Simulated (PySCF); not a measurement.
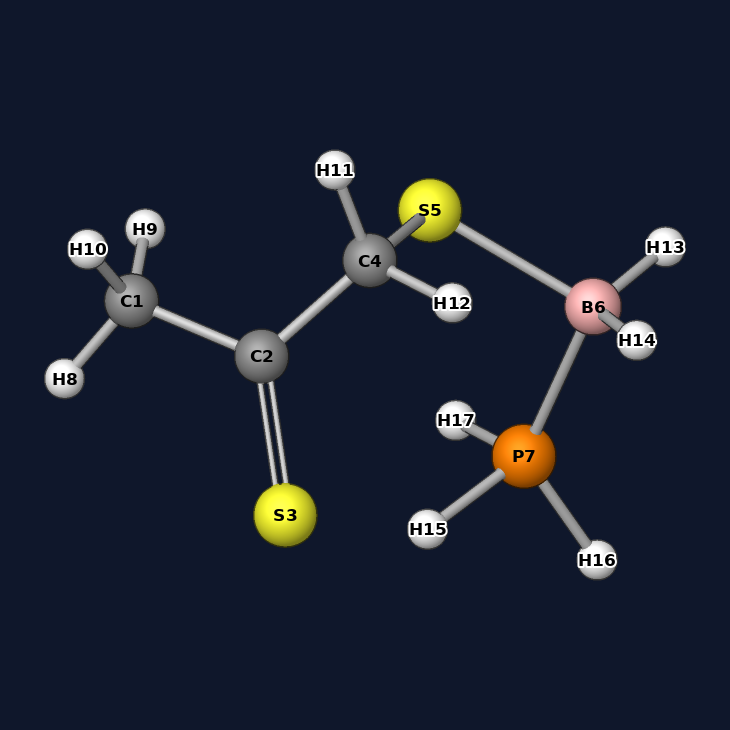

The questions are on isotropic NMR shieldings of the H atoms. Computed geometry: GFN2-xTB optimisation. No frequency run is at hand to confirm it as a minimum. Method: GIAO PBE0/pcSseg-1 NMR shielding, non-relativistic, gas phase (PySCF 2.14.0).

Question: Which H atom is the most shielded (lowest chemical shift)?

Answer: H10 (29.05 ppm).

Question: Which H atom is the least shielded (highest chemical shift)?

Answer: H15 (26.93 ppm).

Question: How wide is the range of H shifts?

Answer: 2.12 ppm.

List the isotropic NMR shieldings of the H atoms.

| atom | σ (ppm) |
| --- | --- |
| H8 | 28.77 |
| H9 | 28.11 |
| H10 | 29.05 |
| H11 | 27.58 |
| H12 | 27.99 |
| H13 | 29.02 |
| H14 | 28.91 |
| H15 | 26.93 |
| H16 | 27.81 |
| H17 | 28.43 |

The geometry is semi-empirical. Around B, P such bond lengths and angles can be off by a tenth of an ångström or more and by several degrees, and values that hang on the shape move with them.
